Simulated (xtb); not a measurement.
# Run report: Si4AsH11, geometry relaxation (part 4 of 4)

Si4AsH11; GFN2-xTB (xtb 6.7.1). 

Geometry of the input (Å):
```
Si -1.8804  0.9435  1.3187
Si 0.2638  1.4646  0.8011
Si 1.1002  -0.0871  -0.7680
Si 1.2203  -2.1937  0.0650
As 0.0042  0.0179  -2.8722
H  -2.4499  1.9728  2.2788
H  -2.7829  0.9785  0.2008
H  -1.9647  -0.2941  1.9573
H  0.3881  2.8428  0.2082
H  1.1405  1.5542  1.8535
H  2.5603  0.3239  -1.1605
H  -0.0823  -2.6971  0.2402
H  2.0013  -2.2647  1.3307
H  1.9903  -3.1924  -0.8747
H  -0.3363  1.4862  -2.7572
H  -1.2798  -0.4545  -2.0669
```

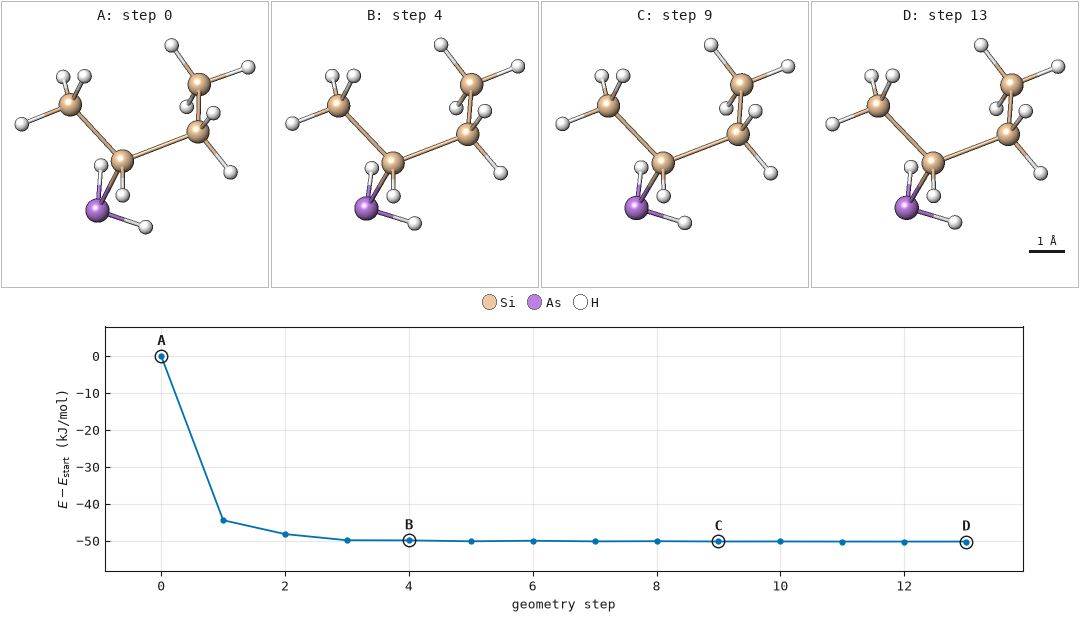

Fig. 1: Frames of the relaxation (ball-and-stick view, seen at a tilt) above the curves, on which the letters mark them (steps are counted from 0).

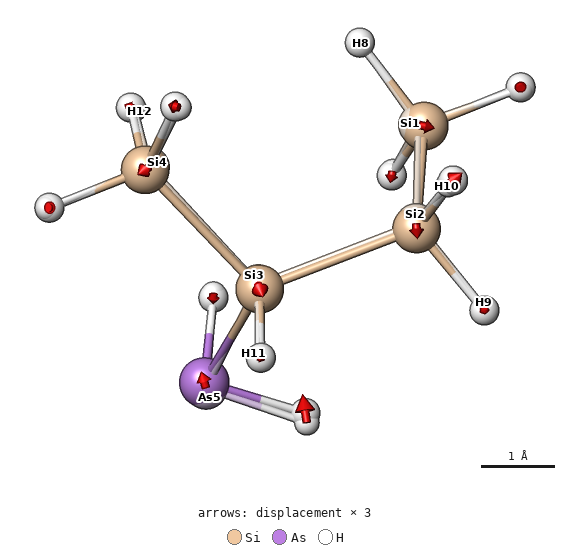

Fig. 2: Start (faint) and end (solid) with the displacements as red arrows, magnified 3 times (ball-and-stick view, seen at a tilt). The two geometries are laid on each other by the best rigid fit. The largest move after the best rigid fit is that of H15, 0.14 Å. Largest moves by element: H 0.14 Å, Si 0.09 Å, As 0.08 Å. Among the contacts that change: Si4–H14 1.573 → 1.466 Å, Si2–H10 1.373 → 1.472 Å, As5–H16 1.588 → 1.503 Å, Si3–H11 1.567 → 1.486 Å. Among the angles that change: Si3–As5–H16 84.9° → 91.3°, Si1–Si2–H10 116.4° → 110.7°, Si2–Si1–H6 110.1° → 115.0°. Over 13 geometry steps the energy falls by 50.2 kJ/mol. (Atoms are counted from 1 in the order of the input.)
